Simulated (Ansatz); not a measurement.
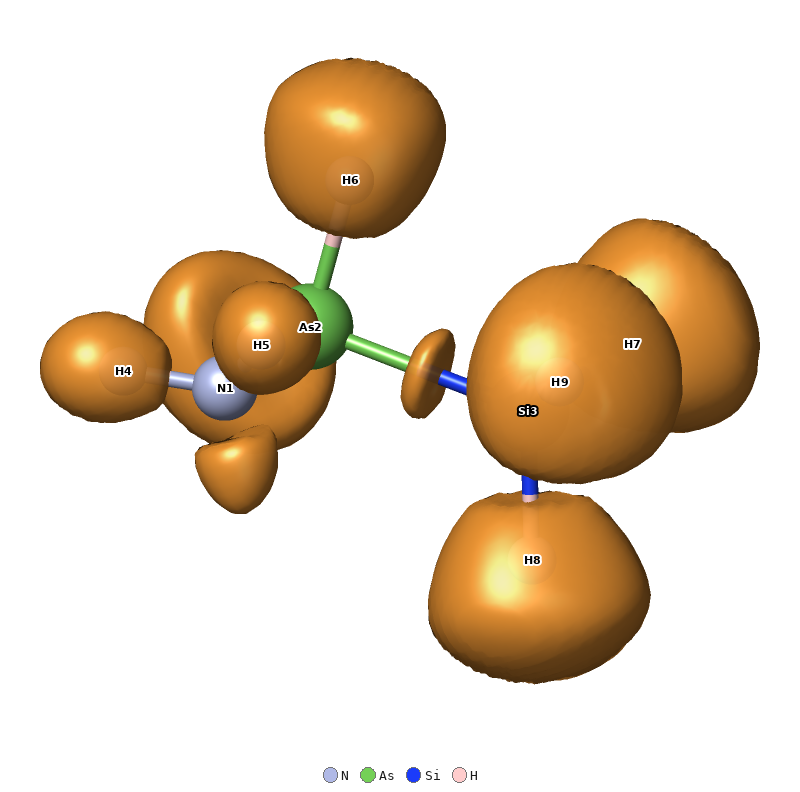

Figure. AsH₆NSi (SMILES N[AsH][SiH3]). Isosurface of the electron localisation function at 0.9 (orange), seen at a tilt. Only the valence region is drawn (cores and ρ < 0.01 e/Å³ removed).

Geometry: PBE0-D4/def2-TZVP.

Computed with RKS PBE0-D4/def2-TZVPP in Ansatz.

```yaml
atoms:
  - { symbol: N, position_ang: [-1.1011, 0.7190, -1.1456] }
  - { symbol: As, position_ang: [0.7351, 0.4381, -0.9889] }
  - { symbol: Si, position_ang: [0.5573, -1.0647, 0.8286] }
  - { symbol: H, position_ang: [-1.3037, 1.2914, -1.9543] }
  - { symbol: H, position_ang: [-1.5253, 1.1443, -0.3323] }
  - { symbol: H, position_ang: [1.1441, 1.5926, -0.0598] }
  - { symbol: H, position_ang: [1.8895, -1.1940, 1.4779] }
  - { symbol: H, position_ang: [0.1239, -2.3933, 0.3267] }
  - { symbol: H, position_ang: [-0.4312, -0.5797, 1.8306] }
```

Q: Identify the bonds, lone pairs and shells in this picture.

A: The ELF exceeds this value in one region between bonded As–Si atoms (shared pairs), six regions around hydrogen nuclei, one lobe on As, pointing away from the bonds (lone pairs) and one lobe on N, pointing away from the bonds (lone pairs). Along the contacts the grid gives the following. As–N (1.86 Å): the ELF peaks at about 0.85 between the atoms: a shared but strongly polarised pair. Si–As (2.37 Å): the ELF peaks at about 0.95 between the atoms; localised, covalent bonding.
